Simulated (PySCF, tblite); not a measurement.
# C₅H₅N: dynamics, then NMR shifts on frames, part 2 of 2

tblite 0.8.0 and PySCF 2.14.0. Atoms count from 0. The steps go on from the part before.

## Step 5: NMR shieldings: 625 fs, PBE0/pcSseg-1

What the job is given:

```
{"job": {"kind": "nmr", "xc": "PBE0", "basis": "pcSseg-1", "pop": false}, "charge": 0, "multiplicity": 1}
C      1.892900    -1.333400    -0.029000
C      0.450700    -1.379400    -0.221900
C     -0.609300    -1.557500    -0.915200
C     -0.823500    -1.066400     0.535300
C     -1.149800     0.333800     0.652000
N     -1.405700     1.442500     0.606500
H      2.108700    -1.785800     0.895000
H      2.289700    -1.964300    -0.858000
H      2.270800    -0.318800    -0.062000
H     -1.125100    -1.701600    -1.876200
H     -1.294700    -1.712100     1.309400
```

Level: GIAO PBE0/pcSseg-1 NMR shielding, non-relativistic, gas phase.

What it wrote:

```text
coarse grid: 9592 points
cycle   1  E = -247.7673350311  dE =  9.773e-01  |g| = 4.437e-01  |ddm| = 3.136e+00
cycle   2  E = -247.6525888319  dE =  1.147e-01  |g| = 8.607e-01  |ddm| = 1.119e+00
cycle   3  E = -247.8147950836  dE = -1.622e-01  |g| = 1.209e-01  |ddm| = 7.280e-01
cycle   4  E = -247.8181841426  dE = -3.389e-03  |g| = 2.777e-02  |ddm| = 1.241e-01
cycle   5  E = -247.8183514476  dE = -1.673e-04  |g| = 9.532e-03  |ddm| = 3.207e-02
cycle   6  E = -247.8183707834  dE = -1.934e-05  |g| = 3.636e-03  |ddm| = 1.054e-02
cycle   7  E = -247.8183738195  dE = -3.036e-06  |g| = 9.112e-04  |ddm| = 4.306e-03
final grid: 93896 points
cycle   8  E = -247.8543354648  dE = -2.172e-05  |g| = 5.705e-03  |ddm| = 2.435e-02
cycle   9  E = -247.8543356099  dE = -1.451e-07  |g| = 5.734e-03  |ddm| = 1.241e-02
cycle  10  E = -247.8543440511  dE = -8.441e-06  |g| = 4.771e-04  |ddm| = 6.343e-03
cycle  11  E = -247.8543441045  dE = -5.349e-08  |g| = 1.544e-04  |ddm| = 7.315e-04
cycle  12  E = -247.8543441094  dE = -4.812e-09  |g| = 7.322e-05  |ddm| = 2.199e-04
cycle  13  E = -247.8543441106  dE = -1.252e-09  |g| = 1.855e-05  |ddm| = 7.604e-05
cycle  14  E = -247.8543441107  dE = -7.805e-11  |g| = 4.117e-06  |ddm| = 1.852e-05
converged SCF energy = -247.8543441107

GIAO shielding tensors (ppm)
atom      isotropic    diamagn.    paramagn.     s11        s22        s33       span
  0 C      175.813     246.463     -70.651    159.675    179.183    188.580     28.905
  1 C       64.237     261.685    -197.448    -72.555    105.940    159.325    231.880
  2 C       76.864     255.790    -178.926    -51.912    119.530    162.973    214.885
  3 C      180.499     248.746     -68.248    142.181    145.277    254.038    111.858
  4 C       59.579     261.325    -201.746    -58.446    -53.045    290.229    348.675
  5 N      -13.223     341.501    -354.724   -179.639   -174.887    314.857    494.495
  6 H       30.340      28.434       1.906     25.751     28.490     36.780     11.029
  7 H       28.487      25.732       2.755     23.414     27.317     34.731     11.316
  8 H       29.390      29.599      -0.209     25.268     27.154     35.748     10.480
  9 H       24.317      31.475      -7.158     21.554     23.965     27.432      5.878
 10 H       29.342      28.614       0.728     23.087     26.877     38.061     14.974
```

Run time: 8 s. Hardware: 1 thread of Arm Neoverse V1, shared host; peak memory 0.63 GiB.

In short: δ C4 127.3, C1 122.7, C2 110.1, C0 11.1, H9 7.40, H7 3.23 ppm.

## Step 6: Shielding tensors: 800 fs, PBE0/pcSseg-1

What the job is given:

```
{"job": {"kind": "nmr", "xc": "PBE0", "basis": "pcSseg-1", "pop": false}, "charge": 0, "multiplicity": 1}
C      1.539300    -1.318000    -0.104900
C      0.099900    -1.238700    -0.237000
C     -0.971100    -1.363000    -0.940800
C     -1.106600    -0.542500     0.347900
C     -1.214800     0.840700     0.201400
N     -1.404200     1.946800    -0.036900
H      1.826100    -1.883300     0.758900
H      1.969300    -1.775300    -0.953200
H      1.873400    -0.313200     0.028900
H     -1.609900    -1.791000    -1.714000
H     -1.624700    -1.003800     1.145800
```

Method: GIAO PBE0/pcSseg-1 NMR shielding, non-relativistic, gas phase.

What it wrote:

```text
coarse grid: 9592 points
cycle   1  E = -247.7686101438  dE =  1.082e+00  |g| = 4.332e-01  |ddm| = 3.177e+00
cycle   2  E = -247.6638710431  dE =  1.047e-01  |g| = 8.288e-01  |ddm| = 1.137e+00
cycle   3  E = -247.8134303838  dE = -1.496e-01  |g| = 1.326e-01  |ddm| = 7.394e-01
cycle   4  E = -247.8174734270  dE = -4.043e-03  |g| = 2.805e-02  |ddm| = 1.276e-01
cycle   5  E = -247.8176477419  dE = -1.743e-04  |g| = 7.901e-03  |ddm| = 3.193e-02
cycle   6  E = -247.8176594768  dE = -1.173e-05  |g| = 3.782e-03  |ddm| = 9.009e-03
cycle   7  E = -247.8176627974  dE = -3.321e-06  |g| = 8.921e-04  |ddm| = 4.203e-03
final grid: 93896 points
cycle   8  E = -247.8535404580  dE = -2.552e-05  |g| = 5.961e-03  |ddm| = 2.979e-02
cycle   9  E = -247.8535412348  dE = -7.769e-07  |g| = 5.788e-03  |ddm| = 1.230e-02
cycle  10  E = -247.8535496304  dE = -8.396e-06  |g| = 5.312e-04  |ddm| = 6.106e-03
cycle  11  E = -247.8535496922  dE = -6.182e-08  |g| = 2.060e-04  |ddm| = 8.098e-04
cycle  12  E = -247.8535497013  dE = -9.025e-09  |g| = 8.319e-05  |ddm| = 2.381e-04
cycle  13  E = -247.8535497028  dE = -1.580e-09  |g| = 2.199e-05  |ddm| = 8.489e-05
cycle  14  E = -247.8535497029  dE = -8.595e-11  |g| = 1.005e-05  |ddm| = 2.478e-05
converged SCF energy = -247.8535497029

GIAO shielding tensors (ppm)
atom      isotropic    diamagn.    paramagn.     s11        s22        s33       span
  0 C      178.421     248.372     -69.951    163.625    179.124    192.515     28.889
  1 C       66.369     259.380    -193.011    -74.836    111.852    162.091    236.927
  2 C       78.955     256.207    -177.252    -50.880    121.715    166.029    216.908
  3 C      188.497     246.400     -57.903    151.770    155.724    257.996    106.226
  4 C       58.737     258.405    -199.668    -61.152    -53.187    290.549    351.701
  5 N      -18.678     340.593    -359.271   -192.185   -181.383    317.534    509.718
  6 H       30.115      27.992       2.123     25.989     27.238     37.117     11.129
  7 H       30.111      28.085       2.026     25.197     28.577     36.560     11.363
  8 H       29.907      31.001      -1.094     25.004     28.710     36.008     11.004
  9 H       24.534      32.102      -7.568     21.945     23.906     27.751      5.806
 10 H       30.974      29.843       1.130     23.789     28.462     40.670     16.881
```

Run time: 8 s. Hardware: 1 thread of Arm Neoverse V1, shared host; peak memory 0.63 GiB.

Key values: δ C4 128.2, C1 120.6, C2 108.0, C0 8.5, H9 7.18, H8 1.81 ppm.

## Step 7: NMR shieldings: 1000 fs, PBE0/pcSseg-1

What the job is given:

```
{"job": {"kind": "nmr", "xc": "PBE0", "basis": "pcSseg-1", "pop": false}, "charge": 0, "multiplicity": 1}
C      1.040100    -1.725600    -0.431000
C     -0.351300    -1.325300    -0.295600
C     -1.640600    -1.298200    -0.597700
C     -1.157400    -0.182800     0.302300
C     -0.981000     1.120800    -0.324800
N     -0.659600     2.054600    -0.917500
H      1.603800    -0.875900    -0.002800
H      1.263100    -2.624000     0.059200
H      1.162100    -1.861300    -1.516800
H     -2.501700    -1.774000    -0.896200
H     -1.263400    -0.154200     1.377000
```

With the program's defaults for keys left out, this is: GIAO PBE0/pcSseg-1 NMR shielding, non-relativistic, gas phase.

What it wrote:

```text
coarse grid: 9592 points
cycle   1  E = -247.7625402333  dE =  9.548e-01  |g| = 4.332e-01  |ddm| = 3.129e+00
cycle   2  E = -247.6387815802  dE =  1.238e-01  |g| = 8.775e-01  |ddm| = 1.073e+00
cycle   3  E = -247.8081870665  dE = -1.694e-01  |g| = 1.133e-01  |ddm| = 7.038e-01
cycle   4  E = -247.8111367534  dE = -2.950e-03  |g| = 2.858e-02  |ddm| = 1.182e-01
cycle   5  E = -247.8112960782  dE = -1.593e-04  |g| = 1.206e-02  |ddm| = 3.344e-02
cycle   6  E = -247.8113280863  dE = -3.201e-05  |g| = 4.044e-03  |ddm| = 1.339e-02
cycle   7  E = -247.8113320202  dE = -3.934e-06  |g| = 7.772e-04  |ddm| = 3.730e-03
final grid: 93896 points
cycle   8  E = -247.8470205912  dE = -2.402e-05  |g| = 6.139e-03  |ddm| = 2.480e-02
cycle   9  E = -247.8470189979  dE =  1.593e-06  |g| = 6.701e-03  |ddm| = 1.226e-02
cycle  10  E = -247.8470298865  dE = -1.089e-05  |g| = 1.617e-03  |ddm| = 6.510e-03
cycle  11  E = -247.8470305232  dE = -6.367e-07  |g| = 1.873e-04  |ddm| = 1.498e-03
cycle  12  E = -247.8470305311  dE = -7.884e-09  |g| = 6.607e-05  |ddm| = 2.564e-04
cycle  13  E = -247.8470305321  dE = -9.327e-10  |g| = 2.849e-05  |ddm| = 9.136e-05
converged SCF energy = -247.8470305321

GIAO shielding tensors (ppm)
atom      isotropic    diamagn.    paramagn.     s11        s22        s33       span
  0 C      175.604     248.085     -72.481    162.135    175.000    189.676     27.541
  1 C       51.097     262.227    -211.130    -95.555     80.362    168.484    264.040
  2 C       81.815     255.977    -174.162    -50.831    124.335    171.941    222.772
  3 C      177.460     245.988     -68.529    140.145    145.624    246.610    106.465
  4 C       55.861     261.959    -206.099    -61.609    -58.855    288.046    349.656
  5 N      -21.319     340.589    -361.908   -196.638   -186.346    319.026    515.664
  6 H       28.060      30.494      -2.434     22.601     28.113     33.465     10.864
  7 H       30.212      27.760       2.451     25.984     27.684     36.968     10.985
  8 H       28.587      27.110       1.477     23.687     27.130     34.945     11.258
  9 H       25.940      34.557      -8.616     22.003     25.340     30.478      8.475
 10 H       30.223      30.067       0.156     23.886     27.855     38.928     15.042
```

Wall time 7.7 s (1 thread of Arm Neoverse V1, shared host); peak memory 0.63 GiB.

Key values: δ C1 135.8, C4 131.1, C2 105.1, C0 11.3, H9 5.78, H6 3.66 ppm.

## Step 8: Comparing the runs: NMR shifts

Shifts (ppm) of some atoms, chosen among heavy atoms and hydrogens apart, with basis size and wall time:

```tsv
frame	C1	C2	C0	C3	H9	H6	N5	functions	time
250 fs	120.7	113.3	19.0	3.4	6.14	2.89	284.4	127	8.2 s
425 fs	125.3	100.9	10.7	0.0	5.37	1.47	286.9	127	7.9 s
625 fs	122.7	110.1	11.1	6.4	7.40	1.38	281.0	127	8 s
800 fs	120.6	108.0	8.5	-1.6	7.18	1.60	286.4	127	8 s
1000 fs	135.8	105.1	11.3	9.5	5.78	3.66	289.0	127	7.7 s
```

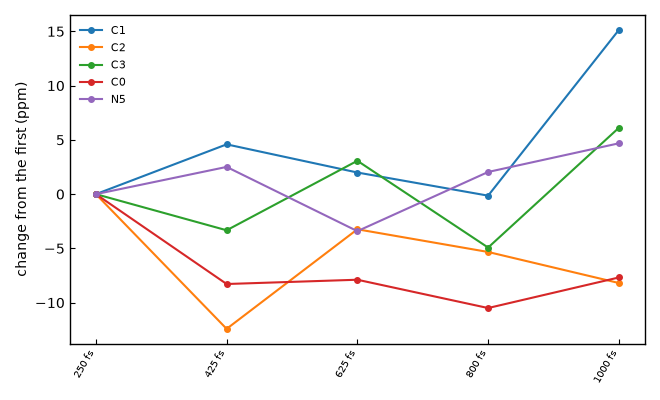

How five of the tabulated atoms move from run to run.

## Step 9: Summary of results

This closing draws on all 2 parts.

| quantity | value |
| --- | --- |
| thermostat | 200 K |
| mean temperature, second half | 210 K |
| mean potential energy above the minimum | 0.23 eV |
| ¹³C shifts against TMS (PBE0/pcSseg-1, 250 fs) | 130.4, 120.7, 113.3, 19.0, 3.4 ppm |
| ¹H shifts against TMS (PBE0/pcSseg-1, 250 fs) | 6.14, 3.34, 3.33, 2.89, 1.53 ppm |
| ¹⁵N shifts against NH3 (PBE0/pcSseg-1, 250 fs) | 284.4 ppm |
| range of the shift of C1 | 120.6 to 135.8 ppm |

**Reading.** In the second half the potential energy averages 0.23 eV above the minimum; equipartition over 27 harmonic modes at 200 K would give 0.23 eV. With 11 atoms the temperature swings widely (113 to 286 K). Shifts at one fixed geometry are not the observed spectrum, which averages over the motion. In the first frame run (250 fs): Shielding is most anisotropic at N5 (span 500 ppm, paramagnetic term -356 ppm). Across the 5 runs the shift of C1 moves most, between 120.6 (800 fs) and 135.8 ppm (1000 fs).
